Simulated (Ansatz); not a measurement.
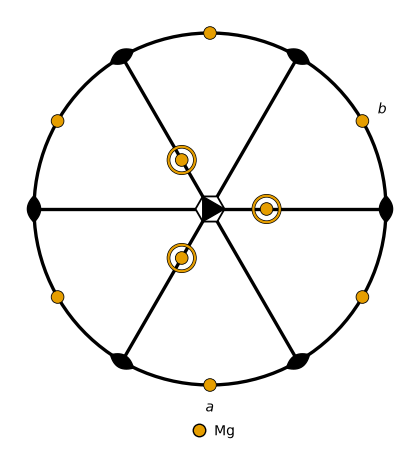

Crystal: Mg, the input geometry of an electronic-structure calculation (not necessarily at equilibrium). Directions from one magnesium atom at (1/3, 2/3, 3/4) to its bonded neighbours, in stereographic projection down c (filled: above the plane of the page or in it, open: below). Symmetry computed with spglib at a tolerance of 0.002 Å; standard conventional cell.

Neighbours are counted up to 3.44 Å for Mg. The symmetry elements of the site are drawn in: heavy lines are mirror planes (a heavy rim: a mirror in the plane of the page); lens, triangle, square and hexagon are 2-, 3-, 4- and 6-fold axes, a lens in an open square is −4, a triangle in an open hexagon −6; thin dashed diameters join the ends of axes that lie in the page; a small open circle marks inversion.

```
Mg
1.0
     3.18366    0.00000    0.00000
    -1.59183    2.75713    0.00000
     0.00000    0.00000    5.12703
Mg
2
Cartesian
  0.0000 1.8381 3.8453
  1.5918 0.9190 1.2818
```

How many neighbours are there, and at what angles?

Answer. 12: 6 Mg at 3.15 Å, 6 Mg at 3.18 Å. Angles between bonds: 60° (18×), 61° (6×), 90° (12×), 109° (3×), 120° (18×), 146° (6×), 180° (3×).

What is the site's symmetry in the crystal?

Answer. Point group -6m2 (D3h), order 12: one −6 axis, three twofold axes, four mirror planes. In P6₃/mmc, No. 194 this is Wyckoff position 2d.
